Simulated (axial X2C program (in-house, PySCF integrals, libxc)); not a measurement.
# All-electron X2C curves of SbZr, part 2 of 2

Computed with an in-house X2C program for linear molecules on PySCF integrals; all-electron X2C, Sb dyall-cv3z, Zr dyall-cv3z.

## Step 9: PBE0, 2c

State followed: Ω = 1/2 (excess of +ω over −ω: ω = 1/2). The scan is laid around 2.534 Å, a first estimate of the minimum, and this SCF restarts from the orbitals of the search.

The SCF at the reference distance of 2.534 Å:

```text
two-component X2C + atomic mean field  PBE0
basis functions 285  fitting functions 1385  grid points 5803
iter        total energy     max residual
   1     -10074.416063855     1.35e-05
   2     -10074.416063870     2.44e-05
   3     -10074.416063886     1.14e-05
   4     -10074.416063903     7.90e-06
   5     -10074.416063929     6.73e-06
   6     -10074.416063937     2.94e-06
   7     -10074.416063944     1.70e-06
   8     -10074.416063945     9.18e-07
converged
one-electron -14710.47164495  Coulomb 4501.90201321  exact exchange -70.54154223  xc functional -215.94684552  nuclear repulsion 426.01480279  atomic mean-field constant -5.37284725
```

Along the bond, energies from the lowest point:

| R (Å) | E (eV) | μ (D) | HOMO (eV) | LUMO (eV) | iterations |
| --- | --- | --- | --- | --- | --- |
| 2.205 | 1.1746 | 4.42 | -5.18 | -2.63 | 18 |
| 2.306 | 0.4481 | 4.70 | -5.21 | -2.70 | 18 |
| 2.382 | 0.1555 | 4.86 | -5.23 | -2.76 | 19 |
| 2.458 | 0.0219 | 4.98 | -5.25 | -2.82 | 19 |
| 2.534 | 0.0000 | 5.06 | -5.25 | -2.88 | 8 |
| 2.623 | 0.0611 | 5.07 | -5.20 | -2.91 | 18 |
| 2.711 | 0.1773 | 5.03 | -5.14 | -2.91 | 17 |
| 2.825 | 0.3707 | 4.93 | -5.05 | -2.90 | 17 |
| 2.965 | 0.6370 | 4.77 | -4.95 | -2.88 | 17 |
| 3.167 | 1.0315 | 4.61 | -4.82 | -2.88 | 18 |

Dipoles are positive if Zr is the positive end.

Outer spinors at the reference distance:

| ω | occupied | ε (eV) | atomic character | λ mixture |
| --- | --- | --- | --- | --- |
| 1/2 | yes | -34.17 | 56% Zr p, 43% Sb d | 62% π, 38% σ |
| -5/2 | yes | -34.04 | 100% Sb d | 100% δ |
| -1/2 | yes | -34.02 | 90% Sb d, 10% Zr p | 52% σ, 48% π |
| -3/2 | yes | -34.00 | 82% Sb d, 18% Zr p | 82% π, 18% δ |
| 5/2 | yes | -33.96 | 100% Sb d | 100% δ |
| 3/2 | yes | -33.92 | 97% Sb d, 3% Zr p | 84% π, 16% δ |
| -3/2 | yes | -33.76 | 82% Zr p, 18% Sb d | 97% π, 3% δ |
| 1/2 | yes | -33.72 | 59% Sb d, 40% Zr p | 74% σ, 26% π |
| -1/2 | yes | -33.05 | 86% Zr p, 12% Sb d | 90% σ, 10% π |
| -1/2 | yes | -13.21 | 65% Sb s, 12% Zr p, 11% Zr d | 100% σ |
| 1/2 | yes | -12.71 | 64% Sb s, 12% Zr d, 11% Zr p | 100% σ |
| 1/2 | yes | -5.91 | 56% Sb p, 17% Zr s, 16% Zr d | 79% σ, 21% π |
| -1/2 | yes | -5.73 | 58% Sb p, 23% Zr d, 11% Zr s | 65% σ, 35% π |
| 1/2 | yes | -5.47 | 53% Sb p, 27% Zr d, 8% Zr s | 79% π, 21% σ |
| -1/2 | yes | -5.43 | 45% Zr d, 40% Sb p, 8% Zr s | 66% π, 34% σ |
| 3/2 | yes | -5.39 | 66% Zr d, 28% Sb p, 2% Zr p | 100% π |
| -3/2 | yes | -5.26 | 53% Sb p, 34% Zr d, 6% Zr p | 100% π |
| 1/2 | yes | -5.25 | 52% Zr d, 39% Zr s, 4% Sb p | 99% σ, 1% π |
| -3/2 | no | -2.88 | 99% Zr d | 100% δ |
| 5/2 | no | -2.81 | 99% Zr d | 100% δ |
| -1/2 | no | -2.58 | 53% Zr s, 30% Zr d, 10% Zr p | 98% σ, 2% π |
| -1/2 | no | -2.28 | 44% Zr p, 30% Zr d, 22% Sb p | 98% π, 2% σ |

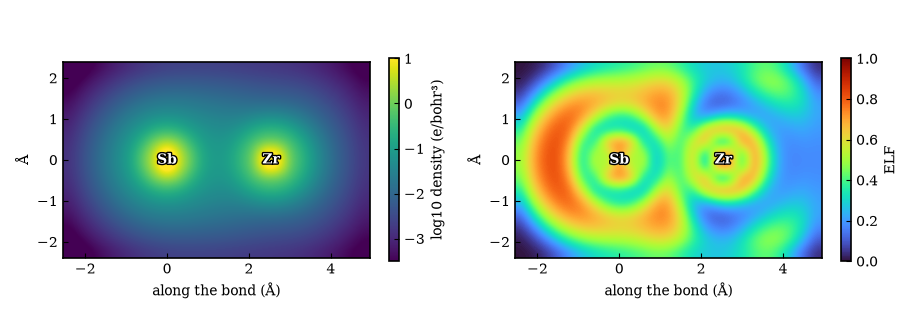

PBE0 fields in a plane through the axis, from a grid of 0.3 Å; Sb lies at z = 0 and Zr at z = 2.534 Å; the ELF is damped to zero where the density is low.

Re = 2.515 Å, ωe = 267.4 cm⁻¹, ωexe = 1.3 cm⁻¹, Be = 0.05168 cm⁻¹, De = 2.67 eV, μ = 5.05 D.

## Step 10: HF, 2c

Output at 2.534 Å:

```text
two-component X2C + atomic mean field  HF
basis functions 285  fitting functions 1385  grid points 5803
iter        total energy     max residual
   1     -10070.093845115     3.30e-01
   2     -10070.130019745     1.32e-02
   3     -10070.132546501     1.68e-02
   4     -10070.139802509     5.97e-03
   5     -10070.143071000     5.21e-03
   6     -10070.146514658     4.94e-03
   7     -10070.152522650     2.79e-03
   8     -10070.154634857     2.62e-03
   9     -10070.155974504     2.43e-03
  10     -10070.156784694     2.51e-03
  11     -10070.158737807     2.30e-03
  12     -10070.160215559     1.14e-03
  13     -10070.159742386     1.96e-03
  14     -10070.160681421     4.05e-04
  15     -10070.160665258     7.92e-04
  16     -10070.160780213     2.78e-04
  17     -10070.160803496     1.92e-04
  18     -10070.160818856     1.79e-04
  19     -10070.160829832     1.61e-04
  20     -10070.160841059     1.29e-04
  21     -10070.160850571     9.74e-05
  22     -10070.160856007     7.10e-05
  23     -10070.160859484     1.18e-04
  24     -10070.160859788     1.14e-04
  25     -10070.160861433     6.07e-05
  26     -10070.160861677     5.30e-05
  27     -10070.160862024     5.46e-05
  28     -10070.160862258     3.27e-05
  29     -10070.160862337     3.07e-05
  30     -10070.160862406     2.70e-05
  31     -10070.160862446     2.13e-05
  32     -10070.160862477     2.14e-05
  33     -10070.160862496     1.29e-05
  34     -10070.160862505     7.21e-06
  35     -10070.160862508     4.07e-06
  36     -10070.160862509     2.70e-06
converged
one-electron -14708.53412009  Coulomb 4500.14258960  exact exchange -282.41128756  xc functional 0.00000000  nuclear repulsion 426.01480279  atomic mean-field constant -5.37284725
```

No constants are quoted: the dipole of the solution doesn't run smoothly along the scan, a sign that its character may change, so the fit is set aside.

## Step 11: r2SCAN, 2c

The SCF at the reference distance of 2.534 Å:

```text
two-component X2C + atomic mean field  r2SCAN
basis functions 285  fitting functions 1385  grid points 5803
iter        total energy     max residual
   1     -10075.072813341     1.46e-01
   2     -10075.077099998     2.17e-03
   3     -10075.074907509     6.88e-03
   4     -10075.074815486     8.53e-03
   5     -10075.077290516     1.00e-03
   6     -10075.077312496     3.26e-04
   7     -10075.077323159     1.97e-04
   8     -10075.077333664     2.63e-04
   9     -10075.077345017     1.68e-04
  10     -10075.077356707     6.00e-05
  11     -10075.077363978     5.34e-05
  12     -10075.077366157     3.00e-05
  13     -10075.077366782     1.63e-05
  14     -10075.077366875     6.21e-06
  15     -10075.077366882     2.98e-06
  16     -10075.077366883     1.29e-06
converged
one-electron -14710.09552293  Coulomb 4501.52816068  exact exchange 0.00000000  xc functional -287.15196017  nuclear repulsion 426.01480279  atomic mean-field constant -5.37284725
```

No constants are quoted: the points don't follow one smooth fit.

## Step 12: Correlated methods, 2c

Correlated methods: 9 electrons correlated (frozen shells, counted by type: Sb 4 s, 3 p, 2 d; Zr 4 s, 3 p, 1 d), 369 virtual spinors in MP2, 90 natural virtuals in coupled cluster.

Output of the correlated part at 2.534 Å:

```text
correlated 9  virtual 369  natural virtual 90  E(MP2) -0.144337800  MP2 remainder -0.006583824
iter   CCSD correlation   residual
   1     -0.152978781   1.53e-01
   2     -0.161930039   9.97e-02
   3     -0.169117811   7.37e-02
   4     -0.175874359   5.29e-02
   5     -0.179066992   2.70e-02
   6     -0.180151269   1.25e-02
   7     -0.180615148   5.01e-03
   8     -0.180503449   2.31e-03
   9     -0.180569582   1.18e-03
  10     -0.180540392   6.28e-04
  11     -0.180547878   3.54e-04
  12     -0.180552970   1.69e-04
  13     -0.180554485   7.90e-05
  14     -0.180555403   3.89e-05
  15     -0.180555685   1.97e-05
  16     -0.180556140   9.85e-06
  17     -0.180556245   5.13e-06
  18     -0.180556312   2.89e-06
  19     -0.180556317   1.60e-06
(T) -0.014674281  T1 0.1758  D1 0.3216  max T2 0.073
```

MP2: No constants are quoted: the dipole of the HF reference doesn't run smoothly along the scan, a sign that its character may change, so the fit is set aside.

CCSD: No constants are quoted: the dipole of the HF reference doesn't run smoothly along the scan, a sign that its character may change, so the fit is set aside.

CCSD(T): No constants are quoted: the dipole of the HF reference doesn't run smoothly along the scan, a sign that its character may change, so the fit is set aside.

## Step 13: A higher determinant, 2c

State: Ω = 3/2 (excess of +ω over −ω: ω = 3/2).

Output at the reference distance:

```text
two-component X2C + atomic mean field  PBE0
basis functions 285  fitting functions 1385  grid points 5803
iter        total energy     max residual
   1     -10074.407142483     8.94e-06
   2     -10074.407142503     9.36e-06
   3     -10074.407142510     9.48e-06
   4     -10074.407142516     8.78e-06
   5     -10074.407142527     3.20e-06
   6     -10074.407142529     1.09e-06
converged
one-electron -14712.08376566  Coulomb 4503.58342213  exact exchange -70.55922422  xc functional -215.98953032  nuclear repulsion 426.01480279  atomic mean-field constant -5.37284725
```

| R (Å) | E above the lowest PBE0 point (eV) |
| --- | --- |
| 2.205 | 1.668 |
| 2.306 | 0.874 |
| 2.382 | 0.523 |
| 2.458 | 0.327 |
| 2.534 | 0.243 |
| 2.623 | 0.242 |
| 2.711 | 0.310 |
| 2.825 | 0.457 |
| 2.965 | 0.683 |

Re = 2.577 Å, ωe = 239.1 cm⁻¹, ωexe = 0.861 cm⁻¹, Be = 0.04922 cm⁻¹, μ = 5.73 D. Te = 0.23 eV. As a difference of two determinants it need not be a gap between pure terms.

## Step 14: The 2c curves together

Energy (eV) of the followed determinant, 2c, from each level's lowest point:

| R (Å) | PBE0 | HF (dipole not smooth) | MP2 (HF's dipole not smooth) | CCSD (HF's dipole not smooth) | CCSD(T) (HF's dipole not smooth) | r2SCAN |
| --- | --- | --- | --- | --- | --- | --- |
| 2.205 | 1.175 | 2.651 | 0.726 | n/a | n/a | 1.227 |
| 2.306 | 0.448 | 1.757 | 0.195 | 0.519 | 0.476 | 0.477 |
| 2.382 | 0.155 | 1.248 | 0.168 | 0.215 | 0.180 | 0.169 |
| 2.458 | 0.022 | 0.853 | 0.102 | 0.057 | 0.037 | 0.024 |
| 2.534 | 0.000 | 0.553 | 0.046 | 0.000 | 0.000 | 0.000 |
| 2.623 | 0.061 | 0.304 | 0.007 | 0.024 | 0.056 | 0.054 |
| 2.711 | 0.177 | 0.141 | 0.000 | 0.104 | 0.174 | 0.157 |
| 2.825 | 0.371 | 0.028 | 0.035 | 0.245 | 0.364 | 0.336 |
| 2.965 | 0.637 | 0.000 | 0.133 | n/a | n/a | 0.591 |
| 3.167 | 1.031 | 0.100 | 0.351 | n/a | n/a | 0.979 |

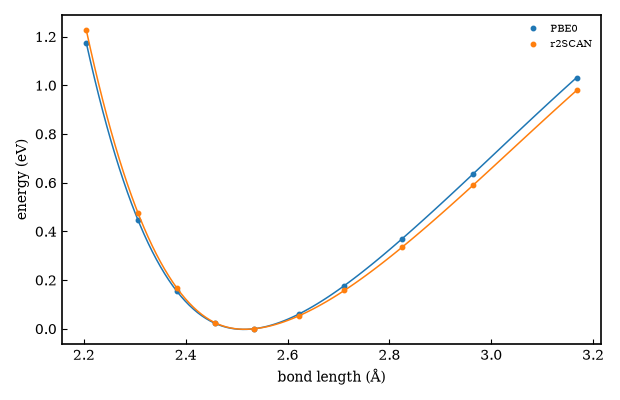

Curves of the followed state, 2c, each from its own lowest point. Left out: HF, MP2, CCSD, CCSD(T).

The whole job took 14 min on 1 thread of Arm Neoverse N1, shared host; peak memory 0.8 GiB.

## Step 15: What came out

This closing draws on all 2 parts.

Lowest determinant that the search found at its distance, spin-free: M_S = 1/2, Λ = 0 (beyond closed shells: σα).

Lowest determinant that the search found at its distance, 2c: Ω = 1/2 (excess of +ω over −ω: ω = 1/2).

```json
{"Hamiltonian": "spin-free", "level": "PBE0", "Re (Å)": "2.514", "ωe (cm⁻¹)": "266.7", "De (eV)": "2.70", "μ (D)": "5.11"}
{"Hamiltonian": "2c", "level": "PBE0", "Re (Å)": "2.515", "ωe (cm⁻¹)": "267.4", "De (eV)": "2.67", "μ (D)": "5.05"}
```

Dipoles are positive if Zr is the positive end. No constants: spin-free HF (the dipole of the solution doesn't run smoothly along the scan, a sign that its character may change, so the fit is set aside); spin-free MP2 (the dipole of the HF reference doesn't run smoothly along the scan, a sign that its character may change, so the fit is set aside); spin-free CCSD (the dipole of the HF reference doesn't run smoothly along the scan, a sign that its character may change, so the fit is set aside); spin-free CCSD(T) (the dipole of the HF reference doesn't run smoothly along the scan, a sign that its character may change, so the fit is set aside); spin-free r2SCAN (the points don't follow one smooth fit); 2c HF (the dipole of the solution doesn't run smoothly along the scan, a sign that its character may change, so the fit is set aside); 2c MP2 (the dipole of the HF reference doesn't run smoothly along the scan, a sign that its character may change, so the fit is set aside); 2c CCSD (the dipole of the HF reference doesn't run smoothly along the scan, a sign that its character may change, so the fit is set aside); 2c CCSD(T) (the dipole of the HF reference doesn't run smoothly along the scan, a sign that its character may change, so the fit is set aside); 2c r2SCAN (the points don't follow one smooth fit). Spin-free ⟨S²⟩ is off its pure value at PBE0 0.97.

Time per point (s) on 1 thread of Arm Neoverse N1, shared host (2c runs); the times are rough: PBE0 4.5.

At PBE0, going from spin-free to two-component changes Re by +2 mÅ, ωe by +0.3 %, which is small (part of it comes from the scalar share of the two-electron terms). It costs about 1.7 times the time. De moves by -0.03 eV; both De rest on single-determinant atoms, which can miss part of an open shell's spin–orbit lowering.

De refers to Sb + Zr, each in the lowest determinant found, which need not be this curve's own limit. The state is a single determinant with fixed occupations, the lowest that a limited PBE0 search found. De is counted from the lowest determinant-based energies of the atoms at the same level, without counterpoise correction. Density functionals use the spin component along the axis (collinear). The spin-free determinant is spin-contaminated at some levels.
